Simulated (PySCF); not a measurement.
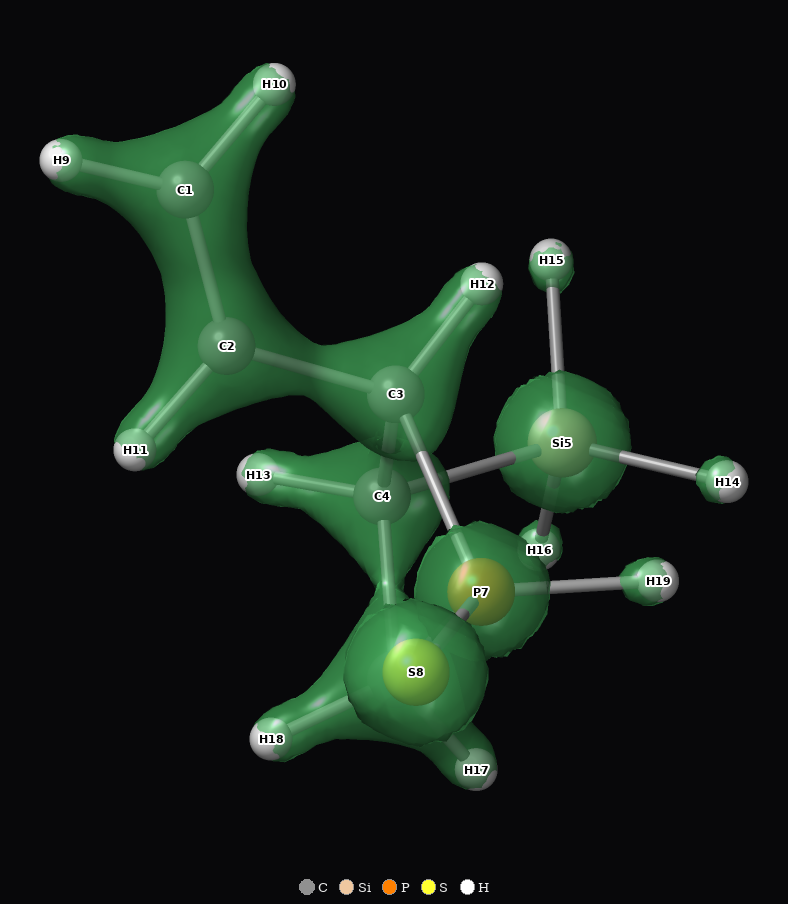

C₅H₁₁PSSi. Isosurface of the electron density at 1.5 e/Å³ (green), seen at an oblique angle.

Geometry: GFN2-xTB.

Computed with PBE0/pcSseg-1, SCF density, gas phase, non-relativistic in PySCF 2.14.0.

```xyz
19

C     2.7219    0.2778    1.1816
C     1.8251    0.2426    0.2124
C     0.3570    0.3310    0.4246
C    -0.4392   -0.7878   -0.3009
Si   -1.9555   -1.3594    0.6931
C    -0.8139   -0.0068   -1.5793
P    -0.4065    1.5872   -0.7389
S     0.5351    3.0452   -1.5769
H     3.7771    0.2115    0.9813
H     2.4345    0.3757    2.2161
H     2.1388    0.1489   -0.8209
H     0.1271    0.4578    1.4852
H     0.2057   -1.6425   -0.5236
H    -2.8416   -0.2144    0.9182
H    -1.4780   -1.8867    1.9696
H    -2.6421   -2.3761   -0.1017
H    -1.8313   -0.1333   -1.9487
H    -0.1198   -0.1798   -2.4065
H    -1.6043    1.9182   -0.0923
```

> How is the density connected at this value?

At this value the surface falls into eight separate pieces. It bridges the sampled C–C (1.32 Å) contacts, where the density stays above the isovalue. It is pinched off along the sampled C–P (1.85 Å), C–Si (1.90 Å) and P–S (1.93 Å) contacts. On the grid the lowest density along these lines, outside the cores, is 2.3 e/Å³ (C–C, 1.32 Å), 1.1 e/Å³ (C–P, 1.85 Å), 0.77 e/Å³ (C–Si, 1.90 Å) and 1.1 e/Å³ (P–S, 1.93 Å).
